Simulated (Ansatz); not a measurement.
# SrScS2 (element-swapped structure): how the settings move a relaxation

Question: which choices in the input matter for SrScS2 (element-swapped structure)?

Method: reference: DFT PBE, plane waves, PAW, scalar-relativistic, no spin polarisation, in Ansatz 0.2.0.

## 1. Starting point

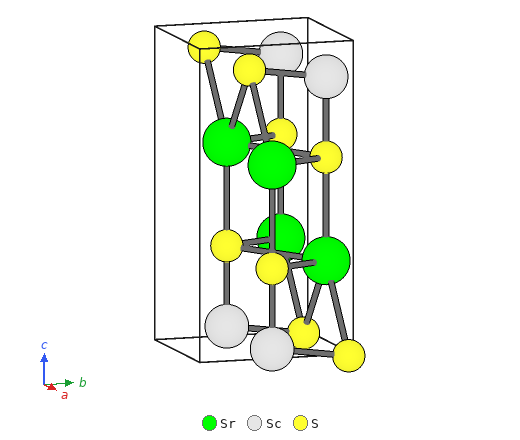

Start, viewed slightly off an axis; strontium green, scandium white, sulfur yellow. 2×1×1 cells are drawn.

Structure file:

```cif
data_structure
_symmetry_space_group_name_H-M 'P 1'
_symmetry_Int_Tables_number 1
_cell_length_a 4.2497
_cell_length_b 4.7822
_cell_length_c 9.4188
_cell_angle_alpha 90.000
_cell_angle_beta 90.000
_cell_angle_gamma 90.000
_cell_volume 191.42
loop_
_atom_site_label
_atom_site_type_symbol
_atom_site_fract_x
_atom_site_fract_y
_atom_site_fract_z
_atom_site_occupancy
Sr1 Sr 0.25000 0.75000 0.32245 1
Sr2 Sr 0.75000 0.25000 0.67755 1
Sc1 Sc 0.75000 0.25000 0.09060 1
Sc2 Sc 0.25000 0.75000 0.90940 1
S1 S 0.75000 0.75000 0.05570 1
S2 S 0.25000 0.25000 0.94430 1
S3 S 0.75000 0.25000 0.34730 1
S4 S 0.25000 0.75000 0.65270 1
```

## 2. Reference

The input, input.yaml:

```yaml
crystal:
  lattice:
    - [4.249735, 0.0, 0.0]
    - [0.0, 4.782173, 0.0]
    - [0.0, 0.0, 9.418819]
  atoms:
    - { symbol: Sr, position: [0.25, 0.75, 0.32245] }
    - { symbol: Sr, position: [0.75, 0.25, 0.67755] }
    - { symbol: Sc, position: [0.75, 0.25, 0.0906] }
    - { symbol: Sc, position: [0.25, 0.75, 0.9094] }
    - { symbol: S, position: [0.75, 0.75, 0.0557] }
    - { symbol: S, position: [0.25, 0.25, 0.9443] }
    - { symbol: S, position: [0.75, 0.25, 0.3473] }
    - { symbol: S, position: [0.25, 0.75, 0.6527] }
  symmetry: { tolerance: 0.0003 }
kpoints:
  mp_grid: { grid: [4, 4, 2], shift: [0, 0, 0] }
magnetization:
  spin_polarized: false
scf:
  occupations: { method: fermi_dirac }
hamiltonian:
  pseudopotentials: { kind: paw }
  xc: pbe
basis:
  ecutwfc: 420
output:
  forces: true
  stress: true
  eigenvalues: true
relax:
  max_steps: 40
  cell: {}
```

Run with:

```console
$ ansatz run input.yaml --threads 1 --pin off --max-ram 2560MiB --backend cpu --events-out ev --progress --plain --runs-dir out
```

Log (excerpt; [...] marks lines left out):

```text
Warning: RAYON_NUM_THREADS=1 ignored (pool sized by the plan → 1); use --threads N
[...]
Pseudopotentials: kind: paw
Pseudopotential: Sr, paw, valence charge 10, recommended cutoff 420 eV (normal), Sr.paw.azcp
Pseudopotential: Sc, paw, valence charge 11, recommended cutoff 420 eV (normal), Sc.paw.azcp
Pseudopotential: S, paw, valence charge 6, recommended cutoff 420 eV (normal), S.paw.azcp
Functional definition: PBE
[...]
Crystal: 8 atoms, lattice volume = 191.418 Å³
Basis set: ecut = 420 eV, 3727 PW (Γ), exchange–correlation on 60×64×128 points (8 copies of the dense FFT grid, shifted against one another)
Bands: 41, of which v1, the nominal top of the filled ones, is band 33 counted from 1 (32 counted from 0)
Symmetry: 8 space group operations
Space group: Pmmn (ITA 59), of the structure as read, at distance tolerance 1.7e-3 Å
k-points: 18 of 32
[...]
SCF iter   1: F=—  HF=-14982.531458 eV  |F-HF|=—  |Δ(HF+E_count)|=         —  Δρ=3.05e-3  dr2=6.86e-2  ethr=1.77e-3  ⟨swp⟩=9.2  Hψ=3871  notcnv=0
[...]
relax step   1: F+E_penalty+E_count = -14982.52099410 eV  Δ(F+E_penalty+E_count) = +0.000e0 eV  max|allowed force component| = 9.268e-1 eV/Å  Δτ_max = 0.0000 Å  P = +2.718 GPa  Ω = 191.418 Å³  (9 SCF iters, dr2 threshold 1.00e-7 eV, accepted)
[...]
  atom   1  Sr    -0.00000000    -0.00000000    -0.00024171
  atom   2  Sr     0.00000000     0.00000000     0.00024171
  atom   3  Sc    -0.00000000    -0.00000000    -0.00122327
  atom   4  Sc     0.00000000     0.00000000     0.00122327
  atom   5  S     -0.00000000    -0.00000000    -0.00005520
  atom   6  S      0.00000000     0.00000000     0.00005520
  atom   7  S      0.00000000     0.00000000     0.00164240
  atom   8  S     -0.00000000    -0.00000000    -0.00164240
[...]
--- Stress (GPa, compression-positive) ---
       -0.007849       0.000000      -0.000000
        0.000000       0.002330      -0.000000
       -0.000000      -0.000000      -0.000362
  P = ⅓ Tr σ = -0.0020 GPa (-0.020 kbar)
--- Band table (eV; the first three rows and the last of 18) ---
[...]
--- Relaxed structure (7 steps of the walk, 7 accepted, 1 SCFs on fresh bases) ---
  F+E_penalty+E_count = -14983.41155065 eV   max|allowed force component| = 1.642e-3 eV/Å   (the final SCF, on the basis selected at the relaxed cell)
  cell:  # Å, volume = 188.4405 Å³
    - [3.9672002853332216, 8.734061716776662e-33, 4.644408326527834e-33]
    - [9.828329089296862e-33, 4.999136053536404, 1.4376086282102736e-17]
    - [1.0293545689239108e-32, 2.831469179795641e-17, 9.501567468791544]
  atoms:
    - { symbol: Sr, position: [0.25, 0.75, 0.34146219231764513] }
    - { symbol: Sr, position: [0.75, 0.25, 0.6585378076823549] }
    - { symbol: Sc, position: [0.75, 0.25, 0.07795432339864097] }
    - { symbol: Sc, position: [0.25, 0.75, 0.9220456766013588] }
    - { symbol: S, position: [0.75, 0.75, 0.09342839568568893] }
    - { symbol: S, position: [0.25, 0.25, 0.9065716043143109] }
    - { symbol: S, position: [0.75, 0.25, 0.3504738604983194] }
    - { symbol: S, position: [0.25, 0.75, 0.6495261395016805] }
```

It took 44 s on 1 thread of Intel Xeon 6975P-C (Granite Rapids), shared host; peak memory 0.51 GiB.

## 3. Changed: dr2_threshold 1.0e-05

Changes to input.yaml since step 2:

```diff
@@ -21,2 +21,3 @@
   occupations: { method: fermi_dirac }
+  convergence: { dr2_threshold: 1.0e-05 }
 hamiltonian:
```

Run with:

```console
$ ansatz run input.yaml --threads 1 --pin off --max-ram 2560MiB --backend cpu --events-out ev --progress --plain --runs-dir out
```

Log (excerpt; [...] marks lines left out):

```text
Warning: scf.convergence.dr2_threshold = 1e-5 eV is looser than this run's default, which is 1e-7 eV or tighter. The error in the forces grows as the threshold's square root, so leave the key out unless less accurate forces are enough
Warning: relax.cell: scf.convergence.dr2_threshold = 1e-5 eV is looser than the 8e-10 eV advised for a relaxation that steers and ends on the stress (1e-10 eV for each atom of the cell: 8). What an SCF threshold leaves in a stress goes as its square root, and in the free energy as the [...]
Warning: RAYON_NUM_THREADS=1 ignored (pool sized by the plan → 1); use --threads N
[...]
Pseudopotentials: kind: paw
Pseudopotential: Sr, paw, valence charge 10, recommended cutoff 420 eV (normal), Sr.paw.azcp
Pseudopotential: Sc, paw, valence charge 11, recommended cutoff 420 eV (normal), Sc.paw.azcp
Pseudopotential: S, paw, valence charge 6, recommended cutoff 420 eV (normal), S.paw.azcp
Functional definition: PBE
[...]
Crystal: 8 atoms, lattice volume = 191.418 Å³
Basis set: ecut = 420 eV, 3727 PW (Γ), exchange–correlation on 60×64×128 points (8 copies of the dense FFT grid, shifted against one another)
[...]
        0.000000       0.004087      -0.000000
       -0.000000      -0.000000       0.000663
  P = ⅓ Tr σ = 0.0007 GPa (0.007 kbar)
--- Band table (eV; the first three rows and the last of 18) ---
[...]
--- Relaxed structure (7 steps of the walk, 6 accepted, 1 SCFs on fresh bases) ---
  F+E_penalty+E_count = -14983.41155000 eV   max|allowed force component| = 2.121e-3 eV/Å   (the final SCF, on the basis selected at the relaxed cell)
  cell:  # Å, volume = 188.4227 Å³
    - [3.966813772700487, 9.515156667057502e-33, 3.6924488558730604e-33]
    - [1.0707285349315281e-32, 4.999092990864917, 1.4376713639907348e-17]
    - [8.183688498277054e-33, 2.831592742234931e-17, 9.501674542718339]
  atoms:
    - { symbol: Sr, position: [0.25000000000000006, 0.7500000000000001, 0.3414794843388837] }
    - { symbol: Sr, position: [0.75, 0.25000000000000006, 0.6585205156611165] }
    - { symbol: Sc, position: [0.75, 0.25000000000000006, 0.07794302209354759] }
    - { symbol: Sc, position: [0.25000000000000006, 0.7500000000000001, 0.9220569779064522] }
    - { symbol: S, position: [0.75, 0.7500000000000001, 0.09347701457026587] }
    - { symbol: S, position: [0.25000000000000006, 0.25000000000000006, 0.9065229854297344] }
    - { symbol: S, position: [0.75, 0.25000000000000006, 0.3504724595547725] }
    - { symbol: S, position: [0.25000000000000006, 0.7500000000000001, 0.6495275404452275] }
```

Wall time 44 s (1 thread of Intel Xeon 6975P-C (Granite Rapids), shared host); peak memory 0.5 GiB.

With the changed convergence setting the energy agrees within 0.5 meV/atom. Cost: 51 SCF cycles against 55.

## 4. Changing settings: xc pbesol, ecutwfc 800 eV

Changes to input.yaml since step 2:

```diff
@@ -23,5 +23,5 @@
   pseudopotentials: { kind: paw }
-  xc: pbe
+  xc: pbesol
 basis:
-  ecutwfc: 420
+  ecutwfc: "800 eV"
 output:
```

Run with:

```console
$ ansatz run input.yaml --threads 1 --pin off --max-ram 2560MiB --backend cpu --events-out ev --progress --plain --runs-dir out
```

Log (excerpt; [...] marks lines left out):

```text
Warning: RAYON_NUM_THREADS=1 ignored (pool sized by the plan → 1); use --threads N
[...]
Pseudopotentials: kind: paw
Pseudopotential: Sr, paw, valence charge 10, recommended cutoff 420 eV (normal), Sr.paw.azcp
Pseudopotential: Sc, paw, valence charge 11, recommended cutoff 420 eV (normal), Sc.paw.azcp
Pseudopotential: S, paw, valence charge 6, recommended cutoff 420 eV (normal), S.paw.azcp
Functional definition: PBEsol
[...]
Crystal: 8 atoms, lattice volume = 191.418 Å³
Basis set: ecut = 800 eV, 9843 PW (Γ), exchange–correlation on 80×90×180 points (8 copies of the dense FFT grid, shifted against one another)
Bands: 41, of which v1, the nominal top of the filled ones, is band 33 counted from 1 (32 counted from 0)
Symmetry: 8 space group operations
Space group: Pmmn (ITA 59), of the structure as read, at distance tolerance 1.7e-3 Å
k-points: 18 of 32
[...]
  F+E_penalty+E_count = -14762.39942138 eV   max|allowed force component| = 4.848e-3 eV/Å   (the final SCF, on the basis selected at the relaxed cell)
  cell:  # Å, volume = 180.0362 Å³
    - [3.887992558715295, 6.461785497777856e-33, 3.9764833832479115e-33]
    - [7.271365423788736e-33, 4.935598878257761, 7.478520278233172e-18]
    - [8.813202998144521e-33, 1.4729460621459718e-17, 9.38197854209789]
  atoms:
    - { symbol: Sr, position: [0.25, 0.7500000000000001, 0.3413404513250414] }
    - { symbol: Sr, position: [0.7499999999999999, 0.25000000000000006, 0.6586595486749586] }
    - { symbol: Sc, position: [0.7499999999999999, 0.25000000000000006, 0.07834881557326832] }
    - { symbol: Sc, position: [0.25, 0.7500000000000001, 0.9216511844267318] }
    - { symbol: S, position: [0.7499999999999999, 0.7500000000000001, 0.09506388078717232] }
    - { symbol: S, position: [0.25, 0.25000000000000006, 0.9049361192128279] }
    - { symbol: S, position: [0.7499999999999999, 0.25000000000000006, 0.3505919099905713] }
    - { symbol: S, position: [0.25, 0.7500000000000001, 0.6494080900094286] }
```

Wall time 1.8 min (1 thread of Intel Xeon 6975P-C (Granite Rapids), shared host); peak memory 0.79 GiB.

A change of functional puts the total energy on another scale; the final volume goes from 188.44 to 180.04 Å³. The cutoff changed too. Cost: 49 SCF cycles against 55, 1.8 min against 44 s.

## 5. Changed: dr2_threshold 1.0e-08

Changes to input.yaml since step 2:

```diff
@@ -21,2 +21,3 @@
   occupations: { method: fermi_dirac }
+  convergence: { dr2_threshold: 1.0e-08 }
 hamiltonian:
```

Run with:

```console
$ ansatz run input.yaml --threads 1 --pin off --max-ram 2560MiB --backend cpu --events-out ev --progress --plain --runs-dir out
```

Log (excerpt; [...] marks lines left out):

```text
Warning: relax.cell: scf.convergence.dr2_threshold = 1e-8 eV is looser than the 8e-10 eV advised for a relaxation that steers and ends on the stress (1e-10 eV for each atom of the cell: 8). What an SCF threshold leaves in a stress goes as its square root, and in the free energy as the [...]
Warning: RAYON_NUM_THREADS=1 ignored (pool sized by the plan → 1); use --threads N
[...]
Pseudopotentials: kind: paw
Pseudopotential: Sr, paw, valence charge 10, recommended cutoff 420 eV (normal), Sr.paw.azcp
Pseudopotential: Sc, paw, valence charge 11, recommended cutoff 420 eV (normal), Sc.paw.azcp
Pseudopotential: S, paw, valence charge 6, recommended cutoff 420 eV (normal), S.paw.azcp
Functional definition: PBE
[...]
Crystal: 8 atoms, lattice volume = 191.418 Å³
Basis set: ecut = 420 eV, 3727 PW (Γ), exchange–correlation on 60×64×128 points (8 copies of the dense FFT grid, shifted against one another)
Bands: 41, of which v1, the nominal top of the filled ones, is band 33 counted from 1 (32 counted from 0)
Symmetry: 8 space group operations
[...]
       -0.000000       0.002410      -0.000000
       -0.000000      -0.000000      -0.000296
  P = ⅓ Tr σ = -0.0018 GPa (-0.018 kbar)
--- Band table (eV; the first three rows and the last of 18) ---
[...]
--- Relaxed structure (7 steps of the walk, 7 accepted, 1 SCFs on fresh bases) ---
  F+E_penalty+E_count = -14983.41155069 eV   max|allowed force component| = 1.655e-3 eV/Å   (the final SCF, on the basis selected at the relaxed cell)
  cell:  # Å, volume = 188.4401 Å³
    - [3.9671892455762547, 4.6865697016850385e-33, 2.840345273748508e-33]
    - [5.273737560110511e-33, 4.999133601794996, 1.4376138562113372e-17]
    - [6.295144998674657e-33, 2.8314794767037096e-17, 9.501574152591115]
  atoms:
    - { symbol: Sr, position: [0.25, 0.7499999999999999, 0.3414635871498351] }
    - { symbol: Sr, position: [0.75, 0.25, 0.6585364128501646] }
    - { symbol: Sc, position: [0.75, 0.25, 0.0779538694390128] }
    - { symbol: Sc, position: [0.25, 0.7499999999999999, 0.9220461305609872] }
    - { symbol: S, position: [0.75, 0.7499999999999999, 0.09342919880009179] }
    - { symbol: S, position: [0.25, 0.25, 0.9065708011999082] }
    - { symbol: S, position: [0.75, 0.25, 0.3504734793584131] }
    - { symbol: S, position: [0.25, 0.7499999999999999, 0.6495265206415864] }
```

It took 46 s on 1 thread of Intel Xeon 6975P-C (Granite Rapids), shared host; peak memory 0.51 GiB.

With the changed convergence setting the energy agrees within 0.5 meV/atom. Cost: 64 SCF cycles against 55.

## 6. Variant: lower_state_search off

Changes to input.yaml since step 2:

```diff
@@ -21,2 +21,3 @@
   occupations: { method: fermi_dirac }
+  lower_state_search: "off"
 hamiltonian:
```

Run with:

```console
$ ansatz run input.yaml --threads 1 --pin off --max-ram 2560MiB --backend cpu --events-out ev --progress --plain --runs-dir out
```

Log (excerpt; [...] marks lines left out):

```text
Warning: RAYON_NUM_THREADS=1 ignored (pool sized by the plan → 1); use --threads N
[...]
Pseudopotentials: kind: paw
Pseudopotential: Sr, paw, valence charge 10, recommended cutoff 420 eV (normal), Sr.paw.azcp
Pseudopotential: Sc, paw, valence charge 11, recommended cutoff 420 eV (normal), Sc.paw.azcp
Pseudopotential: S, paw, valence charge 6, recommended cutoff 420 eV (normal), S.paw.azcp
Functional definition: PBE
[...]
Crystal: 8 atoms, lattice volume = 191.418 Å³
Basis set: ecut = 420 eV, 3727 PW (Γ), exchange–correlation on 60×64×128 points (8 copies of the dense FFT grid, shifted against one another)
Bands: 41, of which v1, the nominal top of the filled ones, is band 33 counted from 1 (32 counted from 0)
Symmetry: 8 space group operations
Space group: Pmmn (ITA 59), of the structure as read, at distance tolerance 1.7e-3 Å
k-points: 18 of 32
[...]
  P = ⅓ Tr σ = -0.0020 GPa (-0.020 kbar)
--- Band table (eV; the first three rows and the last of 18) ---
[...]
--- Relaxed structure (7 steps of the walk, 7 accepted, 1 SCFs on fresh bases) ---
  F+E_penalty+E_count = -14983.41155065 eV   max|allowed force component| = 1.642e-3 eV/Å   (the final SCF, on the basis selected at the relaxed cell)
  cell:  # Å, volume = 188.4405 Å³
    - [3.9672002853332216, 8.734061716776662e-33, 4.644408326527834e-33]
    - [9.828329089296862e-33, 4.999136053536404, 1.4376086282102736e-17]
    - [1.0293545689239108e-32, 2.831469179795641e-17, 9.501567468791544]
  atoms:
    - { symbol: Sr, position: [0.25, 0.75, 0.34146219231764513] }
    - { symbol: Sr, position: [0.75, 0.25, 0.6585378076823549] }
    - { symbol: Sc, position: [0.75, 0.25, 0.07795432339864097] }
    - { symbol: Sc, position: [0.25, 0.75, 0.9220456766013588] }
    - { symbol: S, position: [0.75, 0.75, 0.09342839568568893] }
    - { symbol: S, position: [0.25, 0.25, 0.9065716043143109] }
    - { symbol: S, position: [0.75, 0.25, 0.3504738604983194] }
    - { symbol: S, position: [0.25, 0.75, 0.6495261395016805] }
```

Run time: 44 s. Hardware: 1 thread of Intel Xeon 6975P-C (Granite Rapids), shared host; peak memory 0.52 GiB.

The changed input (search for lower states) leaves the energy the same to the digits printed.

## 7. All runs together

| run | ending | energy change | pressure (GPa) | gap (eV) | force (eV/Å) | cycles | time |
| --- | --- | --- | --- | --- | --- | --- | --- |
| reference | converged | 0 | 0.0 | 0.00 | 0.00 | 55 | 44 s |
| 1: dr2_threshold 1.0e-05 | converged | 0.0 meV/atom | 0.0 | 0.00 | 0.00 | 51 | 44 s |
| 2: xc pbesol, ecutwfc 800 eV | converged | not comparable | 0.0 | 0.00 | 0.00 | 49 | 1.8 min |
| 3: dr2_threshold 1.0e-08 | converged | 0.0 meV/atom | 0.0 | 0.00 | 0.00 | 64 | 46 s |
| 4: lower_state_search off | converged | 0.0 meV/atom | 0.0 | 0.00 | 0.00 | 55 | 44 s |

**Reading.** Of the converged runs whose energies compare with the reference's, none moves it noticeably. Of the variants the dearest is «xc pbesol, ecutwfc 800 eV» (1.8 min), the cheapest «dr2_threshold 1.0e-05» (44 s), on a shared host.

The reference is no final answer either: its mesh is coarse for a cell with so small a gap or none.
